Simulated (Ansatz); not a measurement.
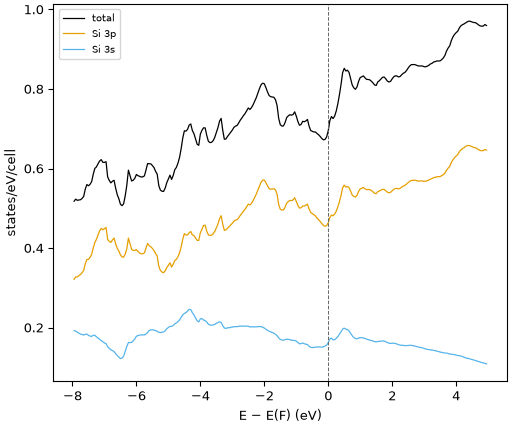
Figure: Total and projected density of states of Si (hcp (Mg type), P6_3/mmc), the program Ansatz at the r²SCAN level (PAW)

Question: Which orbitals carry the states next to the Fermi level?

Answer: Within 0.5 eV of the Fermi level: Si 3p 67 %, Si 3s 23 %, outside the projected shells 10 %. Projections are on Löwdin-orthogonalised atomic valence shells; empty p or d shells of many metals are not among them.

Question: Where is the tallest occupied peak in this window, and what makes it?

Answer: Near -2.0 eV, about 0.81 states/eV per cell; the largest projected share is Si 3p.

The start of the workflow was typed in or built on a structure type; the Crystallography Open Database copy checked does not list it. It is not the phase usual at ambient conditions (space group No. 227). The cell was relaxed with r²SCAN under the symmetry of its start; whether a distortion lowers the energy is not shown.

Potentials: the earlier of the program's two PAW sets.
